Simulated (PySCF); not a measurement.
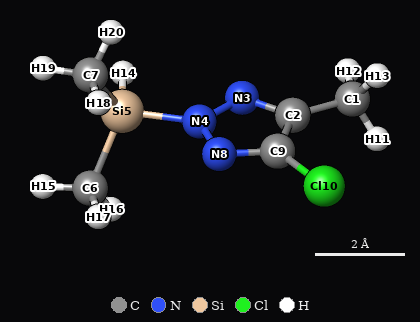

Figure 1. The input geometry (ball-and-stick view, seen at a tilt; atoms are numbered from 1 in the order of the input).

**C5H10ClN3Si: NMR shielding calculation**

The run: NMR shielding calculation of C5H10ClN3Si, SMILES Cc1nn([SiH](C)C)nc1Cl. Method and program: GIAO PBE0/pcSseg-1 NMR shielding, non-relativistic, gas phase (PySCF 2.14.0).

The geometry comes from this level: GFN2-xTB. It belongs to a series of runs on one base structure; here: H replaced by Cl. Figures and captions count atoms from 1; the log counts them from 0 in places.

### The input
```
{"job": {"kind": "nmr", "xc": "PBE0", "basis": "pcSseg-1"}, "charge": 0, "multiplicity": 1}
C      3.551791     0.666319    -0.351484
C      2.155757     0.311339    -0.007668
N      1.119469     0.465904    -0.810845
N      0.062357     0.036470    -0.143798
Si    -1.593563     0.032663    -0.791387
C     -2.165936    -1.775834    -0.771706
C     -2.619751     1.124280     0.372019
N      0.345293    -0.398627     1.071161
C      1.650744    -0.240678     1.192234
Cl     2.514824    -0.657169     2.592121
H      4.186764    -0.216287    -0.290887
H      3.584912     1.070271    -1.358830
H      3.932884     1.406114     0.350943
H     -1.398531     0.590794    -2.128883
H     -3.186692    -1.874219    -1.127697
H     -1.534679    -2.396989    -1.401402
H     -2.123188    -2.181549     0.236190
H     -2.581791     0.743276     1.389657
H     -3.661251     1.160679     0.068376
H     -2.244561     2.143922     0.390069
```

The first line tells a small driver script what to run in PySCF; the rest is the geometry in Å.

Hardware: 1 CPU thread, shared host.

Command:
```bash
OMP_NUM_THREADS=1 python <driver script> task.json out
```

### What the program printed
```
coarse grid: 18064 points
cycle   1  E = -1109.6245074485  dE =  1.543e+00  |g| = 5.677e-01  |ddm| = 4.285e+00
cycle   2  E = -1109.5939829261  dE =  3.052e-02  |g| = 6.829e-01  |ddm| = 9.600e-01
cycle   3  E = -1109.6989102562  dE = -1.049e-01  |g| = 1.032e-01  |ddm| = 5.541e-01
cycle   4  E = -1109.7004721615  dE = -1.562e-03  |g| = 5.491e-02  |ddm| = 1.097e-01
cycle   5  E = -1109.7010755520  dE = -6.034e-04  |g| = 1.605e-02  |ddm| = 4.970e-02
cycle   6  E = -1109.7011299475  dE = -5.440e-05  |g| = 4.698e-03  |ddm| = 1.697e-02
cycle   7  E = -1109.7011349986  dE = -5.051e-06  |g| = 9.865e-04  |ddm| = 4.622e-03
final grid: 166408 points
cycle   8  E = -1109.7543403043  dE = -4.318e-05  |g| = 8.447e-03  |ddm| = 3.694e-02
cycle   9  E = -1109.7543368258  dE =  3.478e-06  |g| = 9.136e-03  |ddm| = 1.472e-02
cycle  10  E = -1109.7543572078  dE = -2.038e-05  |g| = 1.249e-03  |ddm| = 7.822e-03
cycle  11  E = -1109.7543574600  dE = -2.522e-07  |g| = 6.395e-04  |ddm| = 1.476e-03
cycle  12  E = -1109.7543575501  dE = -9.006e-08  |g| = 7.029e-05  |ddm| = 5.323e-04
cycle  13  E = -1109.7543575511  dE = -9.861e-10  |g| = 2.709e-05  |ddm| = 9.183e-05
```

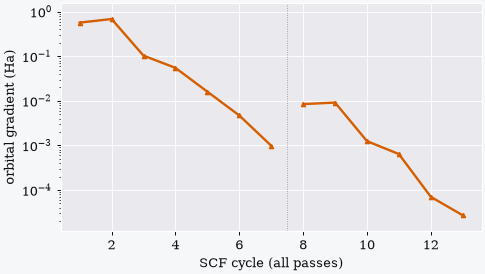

Figure 2. Convergence of the self-consistent field: orbital gradient against the SCF cycle. The dotted line marks the change from a coarse to the final integration grid. The first 7 cycles use a coarse grid, the final grid takes over at cycle 8, and the field converges after 13 cycles in all.

```
converged SCF energy = -1109.7543575511

GIAO shielding tensors (ppm)
atom      isotropic    diamagn.    paramagn.     s11        s22        s33       span
  0 C      174.757     245.220     -70.462    163.132    171.960    189.180     26.048
  1 C       39.416     261.970    -222.554    -31.897     26.636    123.510    155.407
  2 N     -110.557     329.095    -439.652   -332.592   -145.672    146.593    479.185
  3 N       -7.719     333.096    -340.815   -103.428    -30.156    110.425    213.853
  4 Si     345.660     883.416    -537.756    326.041    351.549    359.391     33.350
  5 C      187.728     255.139     -67.412    179.810    189.511    193.863     14.053
  6 C      187.733     255.212     -67.478    179.814    189.521    193.865     14.051
  7 N     -101.656     328.476    -430.133   -326.820   -146.608    168.459    495.279
  8 C       36.692     255.864    -219.172    -44.896     69.520     85.452    130.348
  9 Cl     812.177    1147.397    -335.220    600.205    831.981   1004.344    404.139
 10 H       29.373      27.017       2.356     24.686     27.935     35.498     10.812
 11 H       28.994      27.762       1.232     23.450     28.104     35.429     11.978
 12 H       29.372      27.074       2.298     24.681     27.943     35.492     10.811
 13 H       26.204      31.069      -4.864     22.390     24.988     31.235      8.845
 14 H       31.627      28.559       3.068     27.337     28.221     39.324     11.986
 15 H       31.321      31.960      -0.639     26.817     28.937     38.210     11.393
 16 H       30.845      32.531      -1.686     26.055     29.439     37.041     10.985
 17 H       30.847      32.581      -1.733     26.059     29.441     37.042     10.983
 18 H       31.629      28.612       3.017     27.339     28.220     39.327     11.988
 19 H       31.323      32.081      -0.757     26.818     28.943     38.209     11.391
```

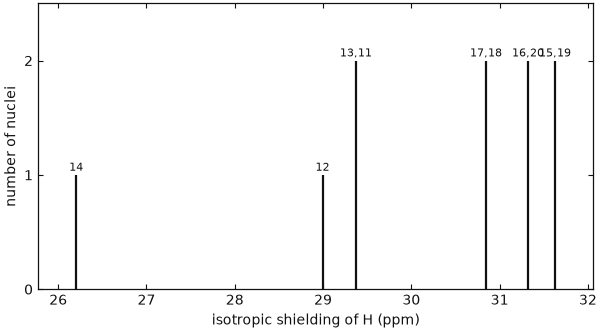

Figure 3. Isotropic shieldings of the hydrogen nuclei in this fixed geometry, labelled by atom number; shielding grows to the right, so chemical shift grows to the left. The least shielded is H14 (26.2 ppm), the most shielded H19 (31.6 ppm).

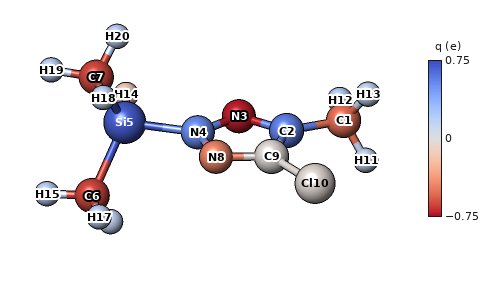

Figure 4. ESP-fitted charges, as the colour of each atom (ball-and-stick view, seen at a tilt; atoms are numbered from 1 in the order of the input). By element: C −0.63 to +0.56, N −0.71 to +0.52, Si +0.69, Cl −0.03 and H −0.14 to +0.19 e.

### Summary

| quantity | value |
| --- | --- |
| outcome | converged |
| total energy | −1109.754358 hartree |
| HOMO | −7.23 eV |
| LUMO | −0.24 eV |
| dipole moment | 1.59 D |
| isotropic shielding, C | 36.7 to 187.7 ppm |
| isotropic shielding, N | −110.6 to −7.7 ppm |
| isotropic shielding, Si | 345.7 ppm |
| isotropic shielding, Cl | 812.2 ppm |
| isotropic shielding, H | 26.2 to 31.6 ppm |
| wall time | 50 s |
| peak memory | 0.98 GiB |
